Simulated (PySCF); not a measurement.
C$_{4}$H$_{6}$F$_{2}$OSi (SMILES C#C[SiH2]OCC(F)F)

```xyz
14

C     3.2265   -1.1343    0.0727
C     2.4701   -0.2320   -0.1727
Si    1.2686    1.1394   -0.5225
O    -0.1928    0.7947    0.1217
C    -1.0138   -0.2911   -0.1244
C    -2.3200   -0.1069    0.6428
F    -3.1523    0.7397   -0.0036
F    -2.9812   -1.2859    0.7373
H     3.8956   -1.9188    0.2856
H     1.1876    1.2739   -1.9804
H     1.5537    2.3454    0.2360
H    -1.2428   -0.3871   -1.1926
H    -0.5448   -1.2216    0.2206
H    -2.1550    0.2843    1.6573
```

Geometry: GFN2-xTB.

The calculation used CAM-B3LYP/def2-SVPD, SCF density, gas phase (PySCF 2.14.0).

Question: What will maps of the electron density and electron localisation function show?

Answer: C–O (1.38 Å): ρ is about 2.2 e/Å³ halfway, with its minimum of 1.8 e/Å³ about 0.5 Å from C; the ELF peaks at about 0.90 between the atoms, as expected for a polar covalent bond.
Si–O (1.63 Å): ρ is about 1.1 e/Å³ halfway; the ELF peaks at about 0.90 between the atoms: a polar covalent bond.

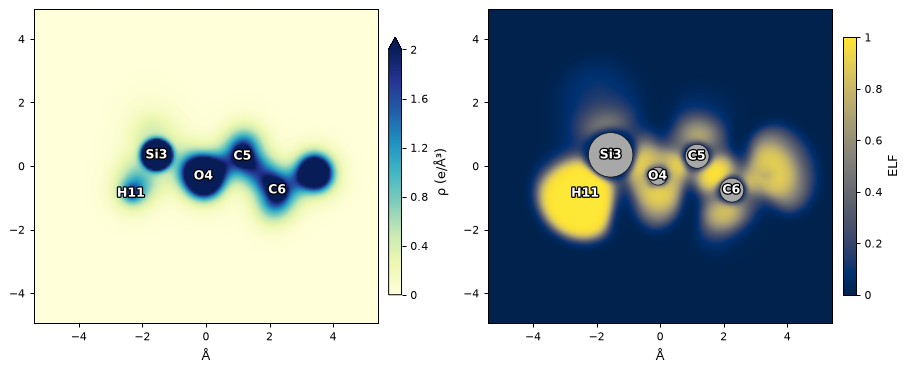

Computed electron density and electron localisation function on the plane of atoms O4, C5 and C6, in this order. Grey discs cover the atomic cores in the ELF map. 
